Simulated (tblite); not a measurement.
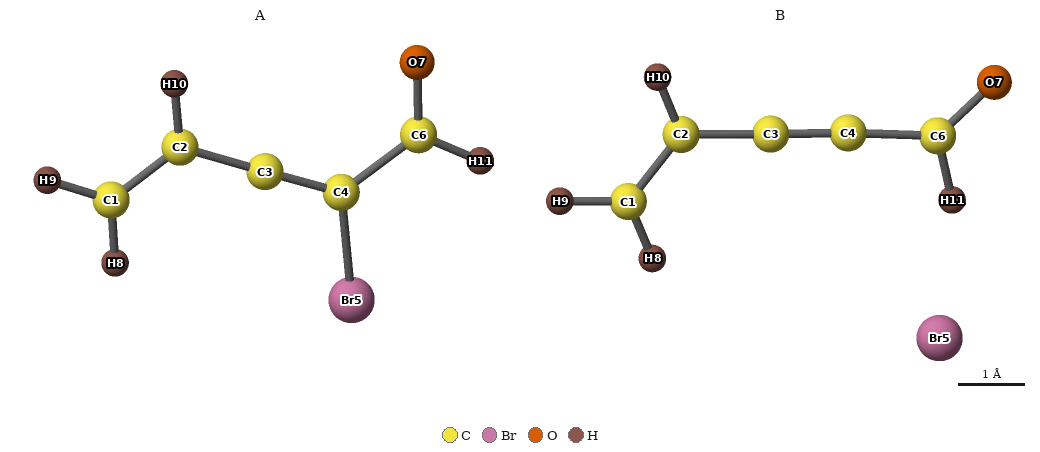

Two geometries of C5H4BrO (multiplicity 2), drawn at one scale. One is the start of a relaxation, the other its converged end. Style: ball-and-stick. Shown from a free direction.

The calculation used GFN2-xTB geometry optimisation, gas phase (tblite). 

Question: Which one is relaxed?

Answer: Structure B is the relaxed one. The energy falls by 67.2 kJ/mol in 84 geometry steps. The atom that moves furthest after the best rigid fit is Br5 (1.30 Å). Largest moves by element: Br 1.30 Å, C 1.06 Å, O 0.99 Å, H 0.95 Å. Among the contacts that change: C4–Br5 1.840 → 3.897 Å, C3–Br5 2.688 → 4.572 Å, Br5–H11 2.931 → 2.324 Å, Br5–C6 2.880 → 3.425 Å. Bonds break, among them: C4–Br5 (1.84 → 3.90 Å). Among the angles between lasting bonds that change: C3–C4–C6 122.3° → 177.0°, C4–C6–H11 115.1° → 109.7°, C4–C6–O7 124.3° → 129.4°.
